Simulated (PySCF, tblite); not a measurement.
# C16H11F5O3S: electronic excitations, NMR shifts

Wanted: electronic excitations, NMR shifts for C16H11F5O3S (`CC(C)(C(=O)c1ccccc1)S(=O)(=O)c1c(F)c(F)c(F)c(F)c1F`).

Programs: tblite 0.8.0 and PySCF 2.14.0, with routines of our own; each step states its level. All values are computed. Atoms count from 0.

## 1. The starting structure

36 atoms, charge 0, multiplicity 1; geometry from: force field, distance geometry or constructed start.

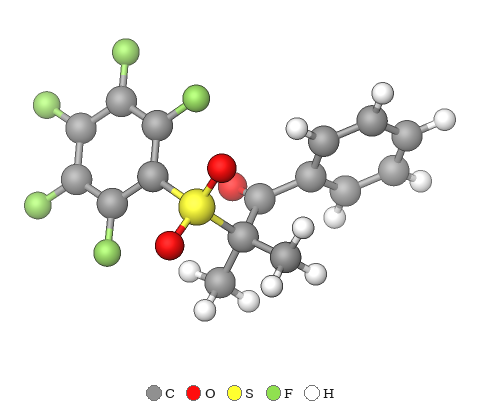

The starting geometry (carbon grey, oxygen red, sulfur yellow, fluorine green, hydrogen white).

## 2. Geometry optimisation with GFN2-xTB

Job settings and geometry (Å):

```
{"job": {"kind": "relax", "xc": "GFN2-xTB", "basis": "xTB"}, "charge": 0, "multiplicity": 1}
C     -1.290300    -2.120200    -0.892100
C     -0.094900    -1.386300    -0.277200
C      0.676800    -2.415700     0.590300
C     -0.463500    -0.210600     0.624200
O      0.353000     0.308600     1.392500
C     -1.845500     0.309400     0.656900
C     -2.357900     1.046300    -0.412900
C     -3.661100     1.532200    -0.338800
C     -4.438500     1.290000     0.794700
C     -3.915500     0.576600     1.872400
C     -2.609800     0.088200     1.806700
S      0.950500    -0.754800    -1.596400
O      1.636600    -1.869500    -2.214000
O      0.136500     0.092100    -2.449000
C      2.189100     0.274500    -0.875000
C      3.361400    -0.297200    -0.379600
F      3.545000    -1.622800    -0.384100
C      4.361400     0.508100     0.146000
F      5.483900    -0.041500     0.628200
C      4.202000     1.889500     0.189300
F      5.161800     2.669200     0.699300
C      3.032000     2.459200    -0.303400
F      2.873300     3.791900    -0.256900
C      2.026100     1.648100    -0.837700
F      0.906600     2.240000    -1.268700
H     -1.870700    -1.479500    -1.569600
H     -1.984400    -2.477600    -0.120400
H     -0.968900    -2.984900    -1.475300
H      1.030500    -3.257100    -0.011800
H      0.026800    -2.814000     1.383100
H      1.543600    -1.972700     1.087400
H     -1.763300     1.262300    -1.291500
H     -4.076200     2.102100    -1.171000
H     -5.455300     1.675700     0.849700
H     -4.514900     0.411600     2.756600
H     -2.192600    -0.449600     2.652900
```

Started as:

```bash
$ OMP_NUM_THREADS=1 python large_run.py task.json out
```

The driver reads the jobs from task.json and runs them one after another.

The log of the run:

```text
step      E/eV     max force
  0   -2146.90808    2.355
  1   -2147.04098    1.787
  2   -2147.09935    0.663
  3   -2147.13302    0.464
  4   -2147.15017    0.346
  5   -2147.16921    0.257
  6   -2147.18091    0.204
  7   -2147.19060    0.207
  8   -2147.19784    0.182
  9   -2147.20374    0.178
 10   -2147.20854    0.164
 11   -2147.21350    0.177
 12   -2147.21916    0.172
 13   -2147.22471    0.155
 14   -2147.22850    0.119
 15   -2147.23105    0.105
 16   -2147.23308    0.095
 17   -2147.23485    0.090
 18   -2147.23629    0.077
 19   -2147.23750    0.065
 20   -2147.23855    0.068
 21   -2147.23942    0.069
 22   -2147.24014    0.069
 23   -2147.24081    0.059
 24   -2147.24150    0.059
 25   -2147.24223    0.056
 26   -2147.24296    0.054
 27   -2147.24374    0.056
 28   -2147.24464    0.062
 29   -2147.24564    0.070
 30   -2147.24660    0.057
 31   -2147.24744    0.055
 32   -2147.24821    0.051
 33   -2147.24898    0.058
 34   -2147.24977    0.061
 35   -2147.25050    0.047
 36   -2147.25112    0.052
 37   -2147.25170    0.053
 38   -2147.25223    0.043
 39   -2147.25267    0.037
 40   -2147.25305    0.036
 41   -2147.25346    0.049
 42   -2147.25390    0.050
 43   -2147.25426    0.034
 44   -2147.25448    0.030
 45   -2147.25464    0.025
 46   -2147.25476    0.024
 47   -2147.25486    0.027
 48   -2147.25495    0.022
 49   -2147.25507    0.021
 50   -2147.25523    0.026
 51   -2147.25537    0.021
 52   -2147.25549    0.024
 53   -2147.25558    0.023
 54   -2147.25569    0.025
 55   -2147.25581    0.024
 56   -2147.25592    0.019
```

Wall time 2.7 s (1 thread of Arm Neoverse N1, shared host); peak memory 0.18 GiB.

Step by step:

```csv
step,energy from step 0 (eV),largest force (eV/Å)
0,0.0000,2.3546
1,-0.1329,1.7863
2,-0.1913,0.6633
3,-0.2249,0.4646
4,-0.2421,0.3461
5,-0.2611,0.2570
6,-0.2728,0.2043
7,-0.2825,0.2066
8,-0.2898,0.1820
12,-0.3111,0.1728
16,-0.3250,0.0947
20,-0.3305,0.0680
24,-0.3334,0.0596
28,-0.3366,0.0618
32,-0.3401,0.0509
36,-0.3430,0.0527
40,-0.3450,0.0362
44,-0.3464,0.0297
48,-0.3469,0.0220
52,-0.3474,0.0231
53,-0.3475,0.0225
54,-0.3476,0.0249
55,-0.3477,0.0238
56,-0.3478,0.0193
```

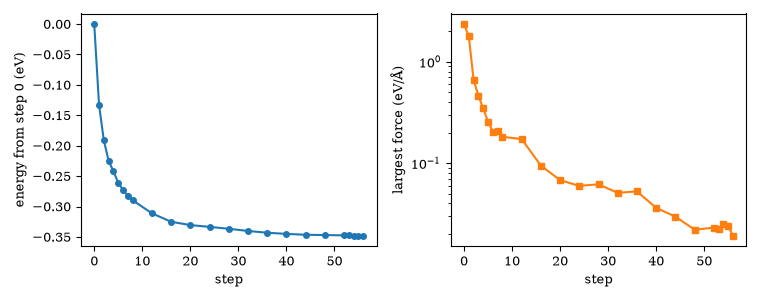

Energy and force, step by step.

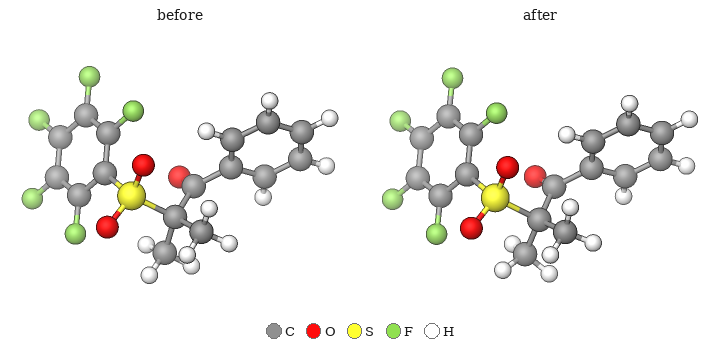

Before and after, at one scale.

Distances of close pairs at the start and the end, largest changes first:

```csv
bond,before (Å),after (Å),change (Å)
S11–C14,1.765,1.843,+0.078
C1–S11,1.798,1.862,+0.064
C1–C2,1.552,1.518,-0.034
C3–O4,1.236,1.213,-0.023
S11–O13,1.451,1.430,-0.022
S11–O12,1.447,1.429,-0.018
C0–C1,1.532,1.515,-0.016
C1–C3,1.527,1.512,-0.014
```

The next job starts from the end point, and lists it.

## 3. Infrared spectrum with GFN2-xTB

Job settings and geometry (Å):

```
{"job": {"kind": "ir", "xc": "GFN2-xTB", "basis": "xTB"}, "charge": 0, "multiplicity": 1}
C     -1.357600    -2.093715    -0.836790
C     -0.160402    -1.444631    -0.172464
C      0.709540    -2.430455     0.586185
C     -0.428899    -0.192487     0.632094
O      0.486701     0.341512     1.221776
C     -1.819345     0.323972     0.655320
C     -2.344025     1.010673    -0.434835
C     -3.638868     1.495452    -0.374328
C     -4.414159     1.287779     0.754939
C     -3.888590     0.605995     1.839532
C     -2.588363     0.135128     1.798371
S      0.865898    -0.798494    -1.585205
O      1.527772    -1.889453    -2.228950
O      0.048856     0.045272    -2.400493
C      2.171275     0.267157    -0.839525
C      3.354976    -0.288323    -0.380546
F      3.540498    -1.604300    -0.408369
C      4.371470     0.511405     0.138363
F      5.503344    -0.038259     0.576381
C      4.197696     1.891033     0.200622
F      5.163261     2.662472     0.690163
C      3.009718     2.459768    -0.249591
F      2.838513     3.778601    -0.186984
C      2.004278     1.642241    -0.762292
F      0.874877     2.212080    -1.160414
H     -1.849097    -1.394567    -1.508940
H     -2.076951    -2.430578    -0.091674
H     -1.019672    -2.949601    -1.418181
H      1.266612    -3.042578    -0.119825
H      0.089639    -3.078239     1.203720
H      1.411724    -1.905918     1.231158
H     -1.734652     1.171268    -1.311207
H     -4.043110     2.037069    -1.215924
H     -5.425228     1.664761     0.793296
H     -4.487683     0.443445     2.722859
H     -2.166354    -0.383731     2.646438
```

The log of the run:

```text
mode    cm-1     km/mol
  1       5.4      0.33
  2      25.7      0.13
  3      32.2      0.49
  4      37.8      0.91
  5      64.6      1.98
  6      87.5      1.00
  7     108.7      0.48
  8     111.4      0.34
  9     134.7      3.04
 10     135.3      2.18
 11     158.2      0.83
 12     170.1      1.86
 13     179.0      0.16
 14     199.4      4.06
 15     211.9     19.79
 16     227.1      1.56
 17     228.2      0.33
 18     240.1      2.49
 19     242.4      0.43
 20     249.1      1.14
 21     252.8      2.75
 22     265.3      7.13
 23     275.3      8.84
 24     306.9      0.49
 25     327.7      2.55
 26     332.8      9.54
 27     346.6      2.55
 28     362.8      0.54
 29     390.9     18.14
 30     401.1      3.83
 31     406.4      1.49
 32     416.1      0.39
 33     452.3     65.11
 34     464.1     39.03
 35     517.8    154.99
 36     539.1     35.17
 37     567.4      0.11
 38     569.8      1.60
 39     584.8      3.54
 40     590.2      0.09
 41     592.0     70.30
 42     614.2     46.62
 43     639.6     84.85
 44     673.6      6.34
 45     705.5      0.96
 46     711.7     21.02
 47     742.4     26.06
 48     769.6     18.57
 49     800.4      8.36
 50     881.9      0.51
 51     907.5     31.67
 52     913.1     13.60
 53     931.8      0.19
 54     938.6      0.95
 55     967.1    184.58
 56     970.7     42.25
 57     977.9      1.32
 58    1004.7     22.86
 59    1019.2     41.09
 60    1065.0    254.32
 61    1082.7      0.54
 62    1113.7     44.82
 63    1120.8     13.30
 64    1122.1      7.05
 65    1137.6    304.94
 66    1181.0      0.04
 67    1195.0     13.34
 68    1205.9      1.09
 69    1211.9     46.49
 70    1230.6     13.96
 71    1255.3     48.64
 72    1270.3    319.11
 73    1280.3      7.92
 74    1293.1     31.25
 75    1308.8      0.15
 76    1391.7     10.32
 77    1397.7     21.15
 78    1410.4     11.44
 79    1423.8      0.84
 80    1461.5      3.61
 81    1464.5     36.81
 82    1466.7    470.33
 83    1475.6     62.31
 84    1476.3    198.83
 85    1481.6      8.33
 86    1487.6     35.77
 87    1547.2     51.01
 88    1572.2      9.62
 89    1578.5      0.03
 90    1591.5      4.16
 91    1714.1    234.06
 92    3019.3      9.18
 93    3027.3     14.47
 94    3035.2      4.55
 95    3039.2     10.93
 96    3042.8      2.97
 97    3052.5      6.51
 98    3081.0      1.37
 99    3085.8      9.10
100    3092.9     33.52
101    3099.2     33.67
102    3107.2      9.78
```

Wall time 9.3 s (1 thread of Arm Neoverse N1, shared host); peak memory 0.18 GiB.

Which atoms move in the most intense modes:

```csv
cm⁻¹,km/mol,atoms
518,155.0,"S11 35 %, O13 18 %, O12 17 %"
967,184.6,"C19 18 %, C14 14 %, F22 12 %, F18 11 %"
1065,254.3,"F20 19 %, C14 16 %, C17 14 %, C21 14 %"
1138,304.9,"O13 29 %, O12 28 %, S11 21 %"
1270,319.1,"S11 39 %, O13 26 %, O12 25 %"
1467,470.3,"C17 18 %, C15 14 %, C23 14 %, C21 13 %"
1476,198.8,"C19 31 %, C21 23 %, C17 15 %"
1714,234.1,"C3 61 %, O4 38 %"
```

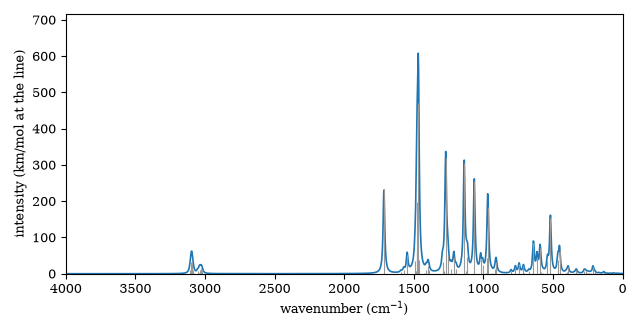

The infrared spectrum from these modes, unscaled. Lines are broadened to a width of 14 cm⁻¹ (Lorentzian).

## 4. Electronic excitations: TDA PBE0/6-31G*

The job, as its differences from that of step 3:

```diff
@@ -1,2 +1,2 @@
-{"job": {"kind": "ir", "xc": "GFN2-xTB", "basis": "xTB"}, "charge": 0, "multiplicity": 1}
+{"job": {"kind": "uv", "basis": "6-31G*", "grid": 1, "kgrid": 0, "vcut": 1.5, "nstates": 6, "ntriplets": 2, "tda": true, "delta": ["ip_vertical"], "pop": true, "xc": "PBE0"}, "charge": 0, "multiplicity": 1}
 C     -1.357600    -2.093715    -0.836790
```

With the program's defaults for keys left out, this is: TDA PBE0/6-31G*, vertical, gas phase, core orbitals frozen in the response, virtual orbitals cut by energy.

The log of the run:

```text
start: PBE on a coarse grid of 32446 points
cycle   1  E = -1737.1777907522  dE =  5.007e+00  |g| = 1.784e+00  |ddm| = 6.933e+00
cycle   2  E = -1732.1758036276  dE =  5.002e+00  |g| = 4.948e+00  |ddm| = 7.636e+00
cycle   3  E = -1737.5775959364  dE = -5.402e+00  |g| = 9.356e-01  |ddm| = 6.615e+00
cycle   4  E = -1737.7692243330  dE = -1.916e-01  |g| = 3.437e-01  |ddm| = 1.289e+00
cycle   5  E = -1737.7767885188  dE = -7.564e-03  |g| = 2.932e-01  |ddm| = 6.355e-01
cycle   6  E = -1737.7946429913  dE = -1.785e-02  |g| = 7.652e-02  |ddm| = 3.220e-01
cycle   7  E = -1737.7958332000  dE = -1.190e-03  |g| = 2.593e-02  |ddm| = 9.343e-02
cycle   8  E = -1737.7959695843  dE = -1.364e-04  |g| = 1.169e-02  |ddm| = 3.995e-02
cycle   9  E = -1737.7960048893  dE = -3.531e-05  |g| = 2.900e-03  |ddm| = 1.491e-02
final grid: 143826 points
cycle  10  E = -1737.6629931601  dE = -1.136e-02  |g| = 1.440e-01  |ddm| = 8.095e-01
cycle  11  E = -1737.6538244891  dE =  9.169e-03  |g| = 2.636e-01  |ddm| = 3.882e-01
cycle  12  E = -1737.6671284724  dE = -1.330e-02  |g| = 2.456e-02  |ddm| = 2.610e-01
cycle  13  E = -1737.6672429701  dE = -1.145e-04  |g| = 9.795e-03  |ddm| = 2.892e-02
cycle  14  E = -1737.6672576387  dE = -1.467e-05  |g| = 2.252e-03  |ddm| = 1.056e-02
cycle  15  E = -1737.6672597328  dE = -2.094e-06  |g| = 1.332e-03  |ddm| = 3.242e-03
cycle  16  E = -1737.6672606225  dE = -8.897e-07  |g| = 3.057e-04  |ddm| = 1.623e-03
cycle  17  E = -1737.6672583097  dE =  2.313e-06  |g| = 7.495e-05  |ddm| = 3.720e-04
converged SCF energy = -1737.6672583097

Static polarisability (au): isotropic 180.115, principal 140.828 166.805 232.710

Singlet excitations
state   eV       nm        f      main configurations
  1   3.9899    310.7   0.00297   H-1->L 0.35, H-3->L 0.25, H->L 0.12
  2   4.8066    257.9   0.05185   H-3->L 0.37, H-1->L 0.29, H-2->L 0.14
  3   4.9491    250.5   0.00529   H->L 0.44, H-2->L 0.24, H-1->L 0.20
  4   4.9608    249.9   0.01148   H-2->L 0.50, H->L 0.26, H-3->L 0.12
  5   5.2128    237.8   0.02281   H->L+1 0.58, H-1->L+1 0.10, H-4->L+2 0.08
  6   5.3882    230.1   0.06157   H-1->L+1 0.49, H-4->L+1 0.14, H-3->L+1 0.13

Triplet excitations (Tamm-Dancoff, eV): 3.3873 3.9879
```

Wall time 5.1 min (1 thread of Arm Neoverse N1, shared host); peak memory 0.73 GiB.

Warnings kept with the result: ip_vertical: open-shell SCF did not converge.

The orbitals next to the gap, with their largest atomic shares:

```csv
orbital,eV,atoms
HOMO−4,-8.06,"C14 18 %, C19 15 %, O4 14 %"
HOMO−3,-7.64,"O4 15 %, C5 12 %, C7 12 %"
HOMO−2,-7.55,"C6 27 %, C9 26 %, C10 17 %"
HOMO−1,-7.45,"O4 17 %, C5 16 %, C8 15 %"
HOMO,-7.41,"C21 16 %, C15 16 %, C17 12 %"
LUMO,-1.60,"C3 36 %, O4 24 %, S11 7 %"
LUMO+1,-1.23,"C19 22 %, C14 21 %, C23 11 %"
LUMO+2,-0.47,"C15 20 %, C23 20 %, C17 19 %"
LUMO+3,-0.31,"C10 28 %, C7 28 %, C8 11 %"
```

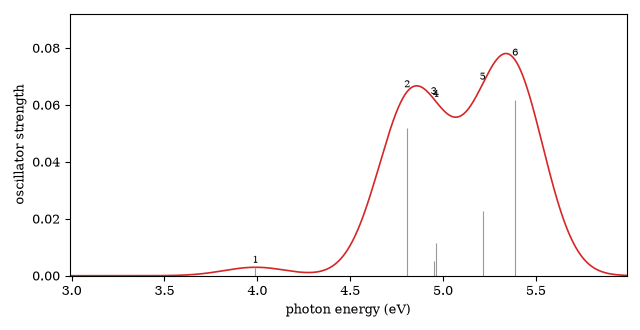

Absorption spectrum from the 6 singlet states computed; above the last one it falls off for lack of states. Lines are broadened to a width of 0.40 eV (Gaussian).

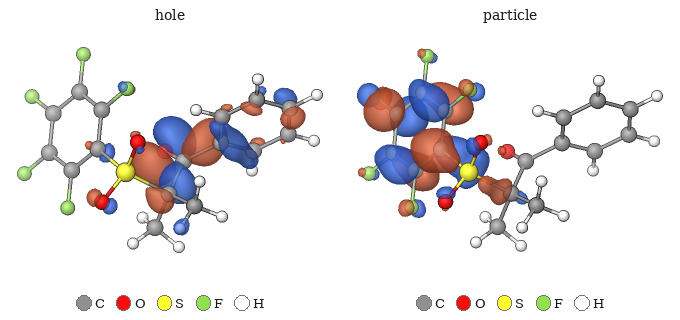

Leading natural transition orbitals of singlet state 6: the electron leaves the hole (left) for the particle orbital (right).

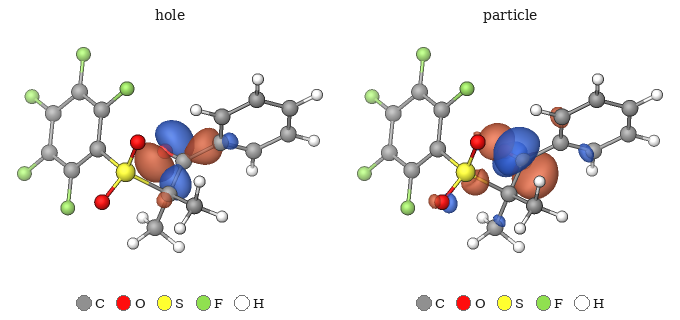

Leading natural transition orbitals of singlet state 1: the electron leaves the hole (left) for the particle orbital (right).

Further results of this job:

```csv
property,computed
dipole moment (D),4.19
polarisability (Å³),26.69
HOMO–LUMO gap (eV),5.81
−ε(HOMO) (eV),7.41
```

The fields below are evaluated on a grid from the run's orbitals.

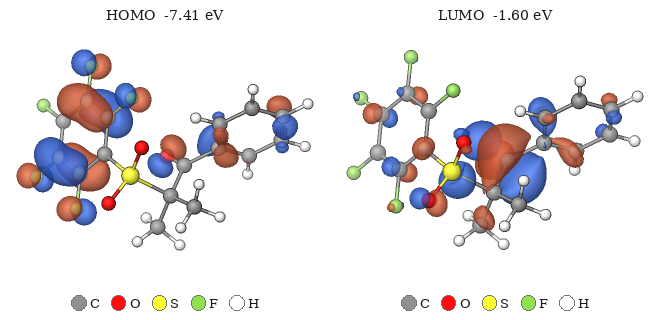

Frontier orbitals at PBE0/6-31G*; each surface holds 70 % of the orbital's density, blue and red mark the sign.

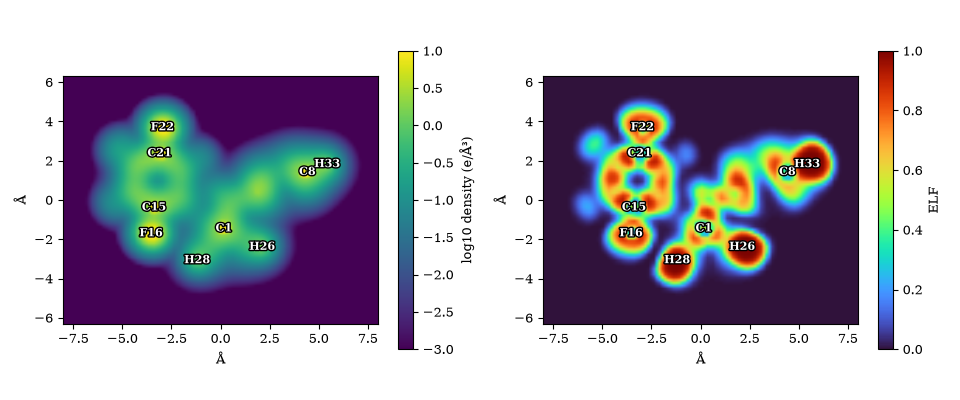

Density (left) and ELF (right) in a plane through or near 9 of the atoms.

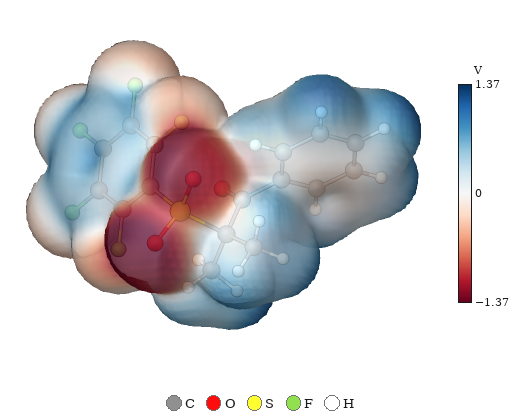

The potential that a unit positive charge feels on the 0.002 e/bohr³ surface, from the 1st to the 99th percentile, from -1.37 V near O12 to 1.21 V near H35.

[end of part 1 of 2]
